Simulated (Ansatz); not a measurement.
```xyz
5

Si   -2.1219    1.4510   -0.2004
Si   -2.4286   -0.6374    0.5091
Sn   -2.3462    0.6605   -2.6083
H    -3.7602   -1.1545    0.9304
H    -1.2963   -1.5505    0.8293
```

Geometry: PBE0-D3(BJ)/def2-SVP; core potentials replace the inner electrons of Sn.

Method: isolated molecule in a Gaussian basis; Kohn-Sham density functional theory, functional PBE0 in Ansatz.

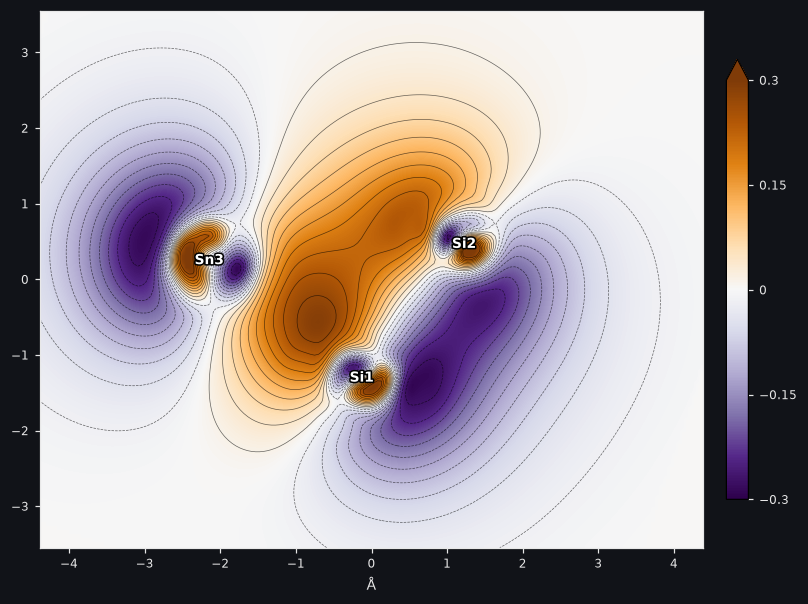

H2Si2Sn (SMILES [SiH2][Si]#[Sn+]) (charge +1, doublet). The HOMO (β) on the plane of atoms Si2, Si1 and Sn3 (values in Å⁻³ᐟ²; the overall sign is arbitrary).

**Where does this orbital lie, and at what energy?**

Its weight (Hirshfeld) is mainly on Sn3 (about 40 %), Si1 (about 30 %) and Si2 (about 25 %). Its energy is −11.37 eV.
